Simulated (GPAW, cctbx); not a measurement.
# How far are the atoms of MgCd3O4 from free atoms?

Question: by how much does bonding change the structure factors of MgCd3O4?

The cell is our own: ordered rocksalt alloy in the eight-atom cube, 3 of 4 Mg sites given to Cd. All numbers below are calculated.

## Step 1: Relax the structure

The density hangs on the geometry, so cell and atoms are relaxed first, with the symmetry held. The cutoff is set higher than for the density because stress converges slowly with plane waves.

Settings: GPAW 26.7.0, PBE, 900 eV, 5×5×5 k-points, Fermi–Dirac width 0.02 eV, BFGS to 0.02 eV/Å.

```text
cell
1.0
     4.649000000    0.000000000    0.000000000
     0.000000000    4.649000000    0.000000000
     0.000000000    0.000000000    4.649000000
Cd O Mg
3 4 1
Direct
0.000000000 0.000000000 0.500000000
0.000000000 0.500000000 0.000000000
0.500000000 0.000000000 0.000000000
0.500000000 0.000000000 0.500000000
0.500000000 0.500000000 0.000000000
0.000000000 0.000000000 0.000000000
0.000000000 0.500000000 0.500000000
0.500000000 0.500000000 0.500000000
```

```console
$ OMP_NUM_THREADS=1 mpirun -n 4 gpaw python run.py > gpaw.log
```

```text
BFGS:    0      -36.014013        0.185700
BFGS:    1      -36.015454        0.174909
BFGS:    2      -36.026905        0.003980
cell  4.6756 4.6756 4.6756  90.00 90.00 90.00
volume 102.215 A^3, largest force 0.000 eV/A, largest stress 0.05 GPa
```

After 2 steps the volume has changed by +1.7 % and the energy by -0.013 eV; the largest stress left is 0.05 GPa. It took 56 s on 4 cores of Arm Neoverse V2 (shared host), peak memory 1 GiB.

Relaxed structure: Pm-3m (no. 221), a = 4.6756 Å, b = 4.6756 Å, c = 4.6756 Å, α = 90.00°, β = 90.00°, γ = 90.00°.

```csv
atom,mult.,x,y,z
Cd1,3,0,0,1/2
Mg1,1,1/2,1/2,1/2
O1,3,1/2,0,1/2
O2,1,0,0,0
```

## Step 2: Density and charge transfer

X-rays see the whole electron density, so the PAW density is rebuilt with its core regions. Subtracting spherical free atoms from the same code cancels the cores and leaves the deformation density Δρ, the part due to bonding.

Settings: PBE, 600 eV, 5×5×5 k-points, Fermi–Dirac width 0.02 eV; primitive cell of 8 atoms.

```console
$ OMP_NUM_THREADS=1 mpirun -n 4 gpaw python run.py > gpaw.log
```

```text
|iter:   1|       0s |  -42.423355 | -0.11 |       |
|iter:   2|       1s |  -40.394759 | -1.32 | -0.95 |
|iter:   3|       2s |  -35.738341 | -0.33 | -1.01 |
...
|iter:   9|       8s |  -35.694502c| -6.33 | -3.98 |
|iter:  10|       9s |  -35.694503c| -7.19 | -4.73c|
|iter:  11|       9s |  -35.694503c| -7.62c| -5.30c|
```

```text
grid (54, 54, 54)  electrons 188.000  moved by bonding 2.185 e
deformation density beyond 0.5 A of the nuclei: max 0.191, min -0.086 e/A^3
atom        x       y       z   Voronoi charge  moment
Cd1    0.0000  0.0000  0.5000      0.437       0.00
Cd2    0.0000  0.5000  0.0000      0.437       0.00
Cd3    0.5000  0.0000  0.0000      0.437       0.00
Mg4    0.5000  0.5000  0.5000      0.397       0.00
O 5    0.5000  0.0000  0.5000     -0.434       0.00
O 6    0.5000  0.5000  0.0000     -0.434       0.00
O 7    0.0000  0.0000  0.0000     -0.406       0.00
O 8    0.0000  0.5000  0.5000     -0.434       0.00
mean inner potential of superposed free atoms 18.779 V
total magnetic moment 0.000 muB
```

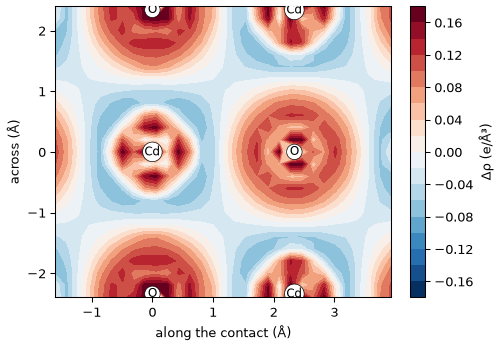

Deformation density in a plane through the shortest contact of the Cd atom at the origin; red gains electrons, blue loses them.

O gains most (-0.43 e) and Cd loses most (+0.44 e), in averages over each element's sites; O is the most electronegative element, but the order of the others doesn't follow electronegativity. Such charges fall far short of formal ones, since overlapping free atoms already put density on their neighbours. Along the shortest contact from the Cd atom at the map's origin, Cd–O at 2.34 Å, Δρ is -0.01 e/Å³ at the midpoint; the highest value on the line, +0.18, lies at the edge of the range, 0.5 Å from Cd, and is an atomic rather than a bond feature: little piles up between the atoms. At the midpoints of other shortest contacts it is +0.02 (Mg–O, 2.34 Å) and -0.02 (Cd–Cd, 3.31 Å) e/Å³. Point values carry grid noise of about 0.01 e/Å³. The run needed 11 iterations, 16 s.

## Step 3: From the density to structure factors

The Fourier components of Δρ, added to those of the free atoms, give the static X-ray structure factors; the Mott–Bethe relation turns them into the Fourier components V of the potential that fast electrons feel.

```text
static structure factors of the conventional cell: F in electrons, V (Mott-Bethe) in volts
   h  k  l      d  |F| table  |F| free   |F| DFT   change   |V| free  |V| DFT  change %
   0  1  0  4.6756    34.093    34.096    34.042   -0.054     1.867    1.920      2.8
   0  1  1  3.3061    32.370    32.354    32.358    0.005     1.787    1.785     -0.1
   1  1  1  2.6995   104.893   104.947   103.576   -1.371     6.226    6.674      7.2
   0  2  0  2.3378   144.426   144.116   145.189    1.072    10.755   10.492     -2.4
   0  2  1  2.0910    28.413    28.376    28.448    0.072     1.495    1.481     -1.0
   1  2  1  1.9088    27.403    27.370    27.471    0.101     1.410    1.394     -1.2
   0  2  2  1.6531   123.000   122.786   123.184    0.398     7.991    7.942     -0.6
   1  2  2  1.5585    24.988    24.976    25.075    0.100     1.201    1.190     -0.9
   0  3  0  1.5585    24.988    24.976    24.966   -0.009     1.201    1.202      0.1
   0  3  1  1.4786    24.338    24.335    24.350    0.016     1.144    1.142     -0.1
   1  3  1  1.4097    84.525    84.424    84.764    0.340     3.527    3.497     -0.9
   2  2  2  1.3497   108.995   108.937   109.043    0.106     6.459    6.450     -0.1
   0  3  2  1.2968    22.723    22.744    22.768    0.024     1.000    0.998     -0.2
   1  3  2  1.2496    22.273    22.301    22.337    0.036     0.959    0.957     -0.3
```

The largest X-ray change is -1.37 e on 111, 1.3 % of |F|. For electrons V goes as (Z − F)/g², so a change of F counts against Z − F, which is small at low angle and wherever the atoms' terms cancel: |V| of 111 moves by +7.2 % (6.23 to 6.67 V) against -1.3 % in |F|. The tabulated Hartree–Fock atoms differ from the free DFT atoms by up to 0.31 e, so the choice of reference atom matters too.

## Step 4: Answer

Bonding moves 2.19 e in the primitive cell of MgCd3O4 and changes the structure factors of the conventional cell in the table above by at most 1.37 e (111, 1.3 %). The shortest bond, Cd–O, has Δρ = -0.01 e/Å³ at its midpoint. Limits: static density, frozen cores, no spin–orbit coupling.

[Outputs are excerpts: Python notices, other lines and further rows are left out; steps that failed or that the build refused (PBEsol, TPSS) are not shown.]

[Logs are printed without paths, hosts, clocks, repeated set-up lines and the standing remarks that a program may print on its own settings, such as how far it seeks lower states.]
